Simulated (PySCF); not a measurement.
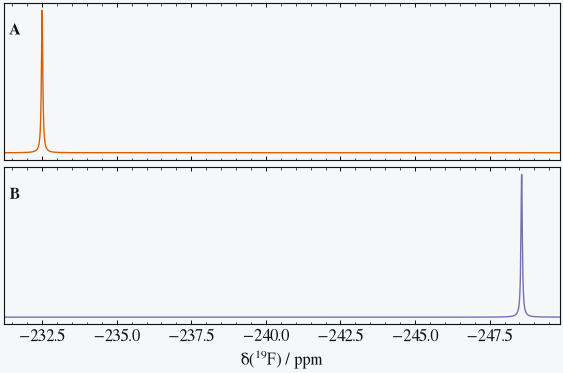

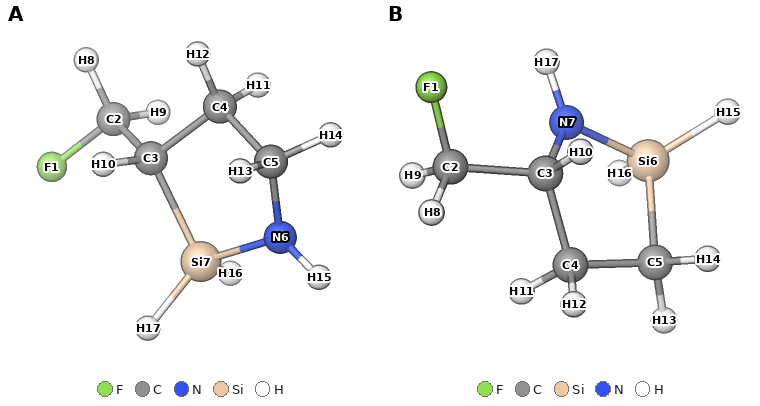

Related molecules: A is C₄H₁₀FNSi, SMILES FC[C@@H]1CCN[SiH2]1; B is C₄H₁₀FNSi, SMILES FC[C@H]1CC[SiH2]N1. GIAO ¹⁹F shifts against CFCl₃ (¹⁹F: this reference is a hard case for the method, so all values can be off together by tens of ppm, and differences between signals are safer), PBE0/pcSseg-1, PySCF, at a GFN2-xTB geometry (no frequency check); fully decoupled, line heights follow the number of nuclei within a panel, widths are arbitrary (no quadrupolar broadening); values of one conformer, averaged over methyl-type rotors and exact or near symmetry; other conformers aren't averaged in.

### How does the ¹⁹F shift respond?

From A (−232.5 ppm) to B (−248.6 ppm) the nucleus is shielded by 16.1 ppm.

Limits of at least one run: the tight-binding geometry is rougher than a DFT one and adds to the error.
